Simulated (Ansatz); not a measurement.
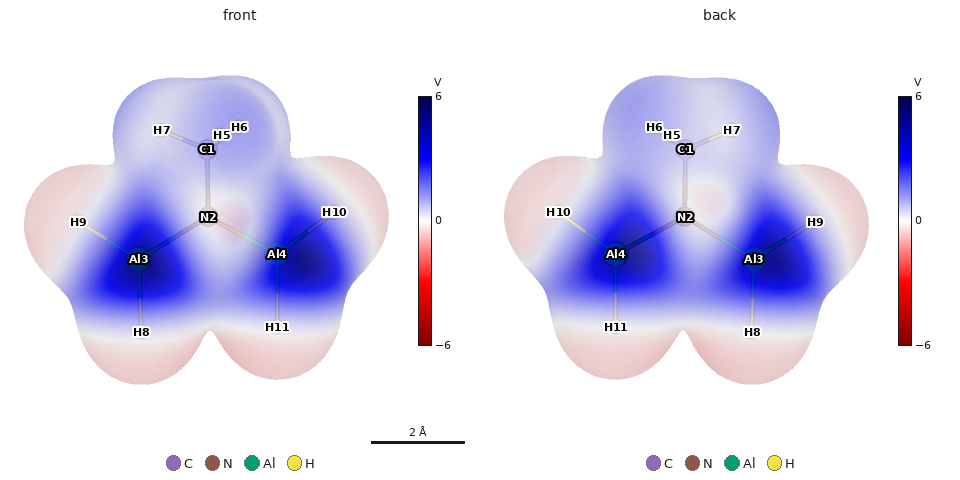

Figure. CH$_{7}$Al$_{2}$N (SMILES C[N]([AlH2])[AlH2]). The molecular electrostatic potential painted on the density surface at 0.004 e/bohr³, seen from the front and from behind; red is negative and blue positive.

Geometry: PBE0-D4/def2-TZVP.

The calculation used RKS PBE0-D4/def2-TZVPP in Ansatz 0.2.0.

```xyz
11

C    -0.0007    1.4250    0.0896
N     0.0442   -0.0388    0.0101
Al   -0.4039   -1.0085    1.4460
Al    0.4463   -0.8225   -1.5483
H     0.9755    1.8453    0.3542
H    -0.2959    1.8772   -0.8628
H    -0.7127    1.7705    0.8463
H    -0.3023   -2.5842    1.3498
H    -0.8969   -0.2312    2.7382
H     0.6766    0.1114   -2.8099
H     0.5353   -2.4012   -1.5926
```

Describe the electrostatic potential map.

Answer. The most negative region (about −0.6 V, or −14 kcal/mol for a unit charge) lies over H8 and H11, the most positive (about +5.0 V, or +115 kcal/mol for a unit charge) over Al3 and Al4.
